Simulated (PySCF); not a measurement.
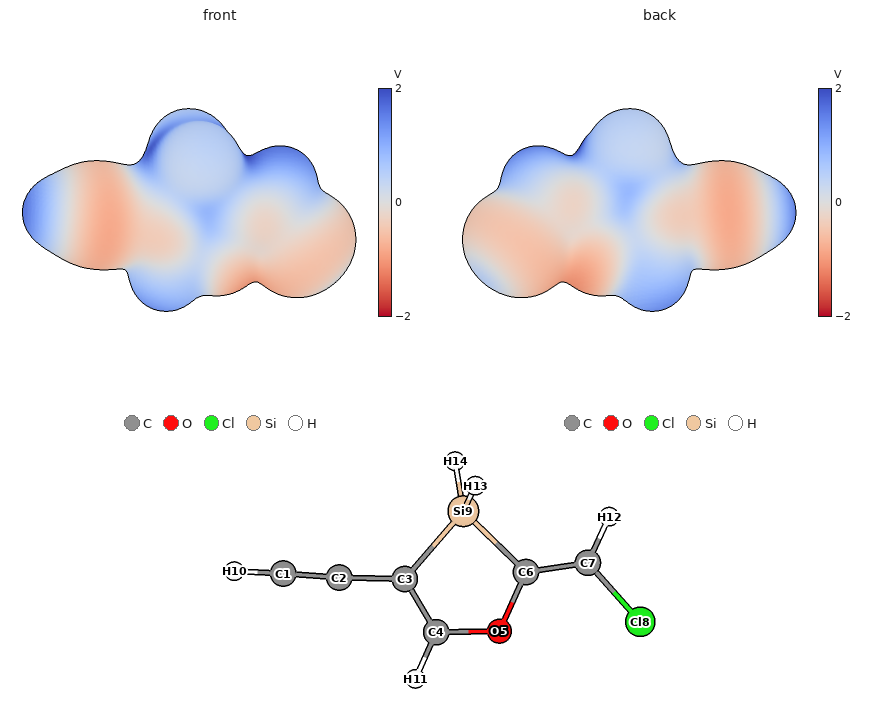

*C6H5ClOSi (SMILES C#CC1=CO/C(=C\Cl)[SiH2]1). The molecular electrostatic potential painted on the density surface at 0.002 e/bohr³, seen from the front and from behind; the colour scale runs from red (negative) to blue (positive). The bare structure is drawn below in the same view.*

Geometry: GFN2-xTB.

Theory: PySCF, PBE0/pcSseg-1, SCF density, gas phase, non-relativistic.

```xyz
14

C     3.6449    0.3615   -0.0412
C     2.4533    0.2419   -0.1416
C     1.0599    0.1030   -0.1904
C     0.3647    0.0212   -1.3417
O    -0.9773   -0.1114   -1.3365
C    -1.5085   -0.1504   -0.0719
C    -2.8185   -0.2771    0.1112
Cl   -3.9638   -0.4010   -1.1690
Si   -0.1459   -0.0024    1.2515
H     4.6862    0.4657    0.0218
H     0.7790    0.0509   -2.3388
H    -3.2452   -0.3095    1.0979
H    -0.2850    1.2138    2.0516
H    -0.0447   -1.2067    2.0751
```

> Describe the electrostatic potential map.

The most negative region (about −1.0 V) lies over O5 and Cl8, the most positive (about +1.9 V) over Si9. Cl8 shows a σ-hole: about +0.4 V at the tip opposite its bond, against about −0.5 V on its flanks.
